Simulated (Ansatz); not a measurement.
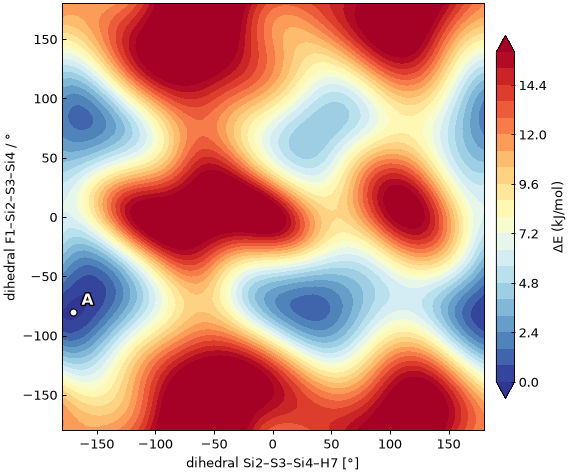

FH₄SSi₂, SMILES F[SiH2]S[SiH2], spin multiplicity 2. First axis: dihedral Si2–S3–Si4–H7. Second axis: dihedral F1–Si2–S3–Si4. Nothing is relaxed (all other coordinates rigid). Grid: 18 × 18 points. Points are written as (first, second). Energies are in kJ/mol, from the lowest grid point. These are results of Ansatz, UKS PBE-D4/def2-SVP, not measurements.

The picture shows filled contours, one colour for all values above the top of the scale, the point A. Between grid points the surface is interpolated.

Find the lowest pass out of the well at A.

The easiest path leads from the well at about (−170°, −80°) to the well at about (35°, −75°), about 1.3 kJ/mol higher (on a rigid scan; wells that are mirror images or exchange like atoms can differ by this much). Its highest point lies about 6.2 kJ/mol above the bottom of the first well on the interpolated surface, at about (115°, −70°). Seen from the upper well the barrier is about 4.9 kJ/mol. The start is the relaxed structure and all else is held, so a fully relaxed path at this level can only be lower.

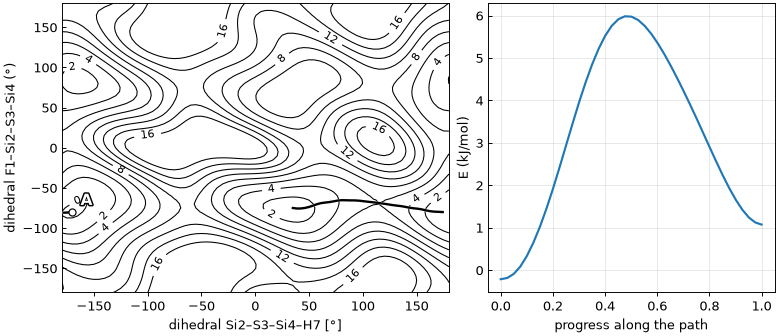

Drawn: contour lines labelled in kJ/mol (none above 16), a line along the lowest path, the energy along the path at the right. Between grid points the surface is interpolated.
